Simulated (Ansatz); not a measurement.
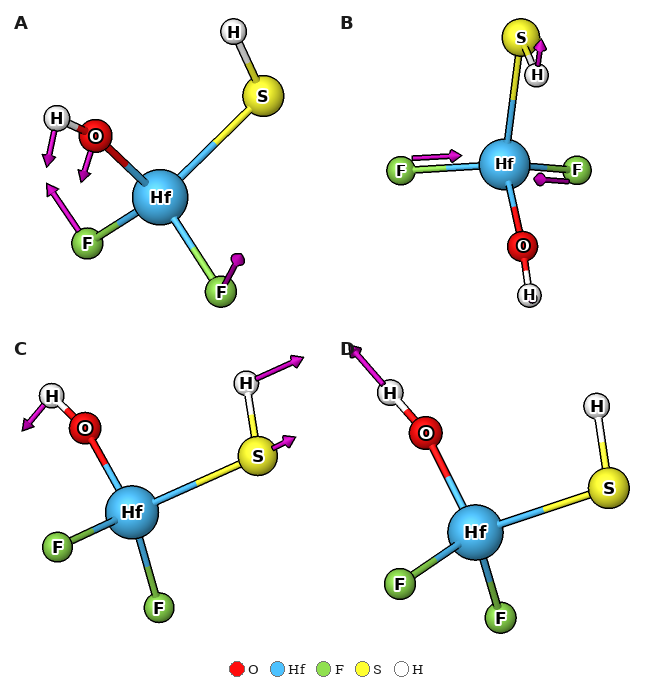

4 normal modes of one molecule or complex, as arrows. The species is neutral and a spin singlet. Harmonic vibrations computed with RKS PBE0-D4/def2-TZVP, core potentials on Hf (Ansatz 0.2.0) at a stationary point of the same level.

Match the panels to the wavenumbers 169 cm⁻¹, 354 cm⁻¹, 650 cm⁻¹, 4009 cm⁻¹.

A: 169 cm⁻¹, angle bending
B: 650 cm⁻¹, in-phase stretching of 2 Hf–F bonds
C: 354 cm⁻¹
D: 4009 cm⁻¹, O–H stretching
